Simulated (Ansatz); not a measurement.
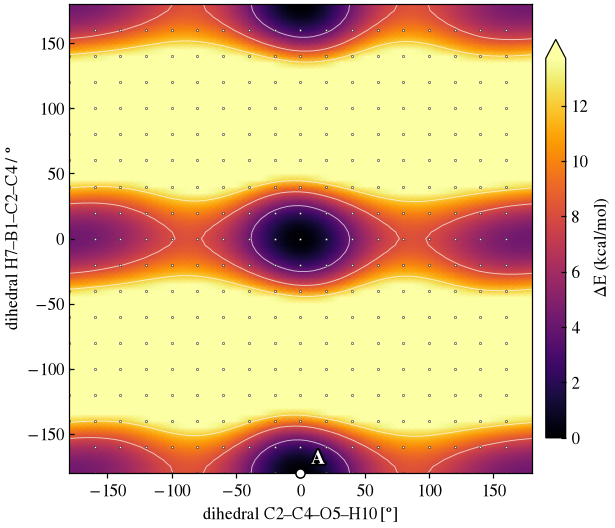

C2H4BFO2, SMILES BC(O)=C(O)F. The first coordinate is: dihedral C2–C4–O5–H10; the second: dihedral H7–B1–C2–C4. Nothing is relaxed (all other coordinates rigid). The grid has 18 × 18 points; 164 points were computed and 160 follow by symmetry. Points are written as (first, second). Energies are in kcal/mol, from the lowest grid point. Computed with RKS r2SCAN0-D4/def2-SVP in Ansatz 0.2.0.

In the figure: a smooth colour map with a few white contour lines, dots at the grid points, one colour for all values above the top of the scale, the well A. Between grid points the surface is interpolated.

Question: Estimate the position of the minimum and the force constants in these coordinates. Take the well at A.

Answer: The interpolated minimum is at dihedral C2–C4–O5–H10 ≈ 0°, dihedral H7–B1–C2–C4 ≈ −180°. The curvatures there are about 1.1 eV/rad² and 1.7 eV/rad², with a cross term of about 0.09 eV/rad². Round the minimum the two coordinates are weakly coupled (coupling 0.07 in units of the two stiffnesses). (1 eV is 23.1 kcal/mol.)
